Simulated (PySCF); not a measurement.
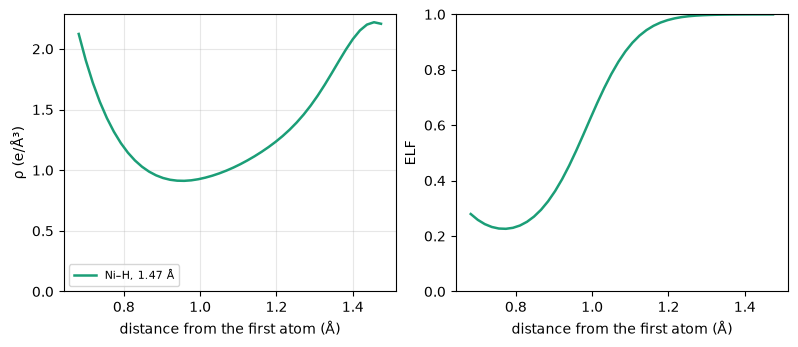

*NiH (doublet). Total electron density and electron localisation function along straight lines between neighbouring atoms. The curves leave out the atomic cores.*

All numbers below come from PBE0/def2-TZVPPD, non-relativistic Hamiltonian with scalar-relativistic core potentials where named, at a bond length of 1.474 Å in PySCF.

What can be read from the curves?

Answer. Ni–H (1.47 Å): ρ is about 1.6 e/Å³ halfway; the ELF climbs to about 1 towards the hydrogen.
